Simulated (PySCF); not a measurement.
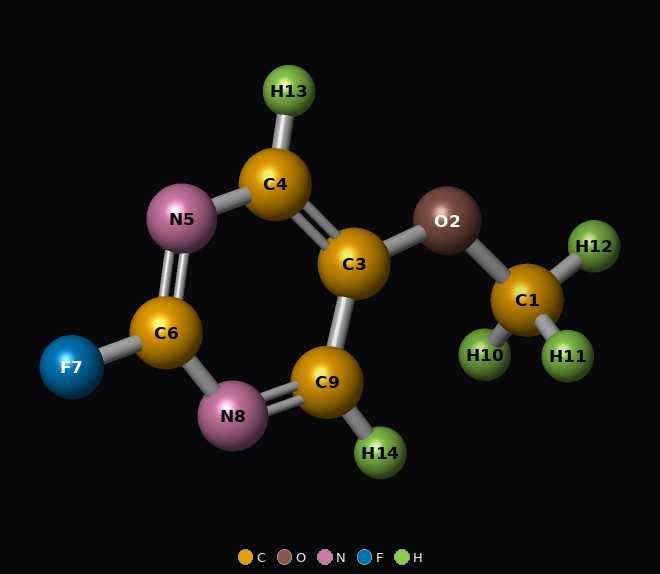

The geometry was computed by an optimisation with GFN2-xTB. No frequency run is at hand to confirm it as a minimum. Electric field gradients from the ground-state density, PBE0/pcSseg-1 (PySCF 2.14.0), non-relativistic apart from any core potentials.

Give the largest field-gradient component, the quadrupole coupling constant and the asymmetry for 17O at O2 (Q = −25.6 mb), 14N at N5 (Q = 20.44 mb), 14N at N8 (Q = 20.44 mb), 2H at H10 (Q = 2.86 mb), 2H at H12 (Q = 2.86 mb).

```
atom  V_zz (a.u.)  e²qQ/h (MHz)     η
  O2        1.946        −11.70  0.70
  N5       −1.062         −5.10  0.22
  N8       −1.046         −5.02  0.19
 H10        0.292         0.196  0.08
 H12        0.303         0.204  0.08
```
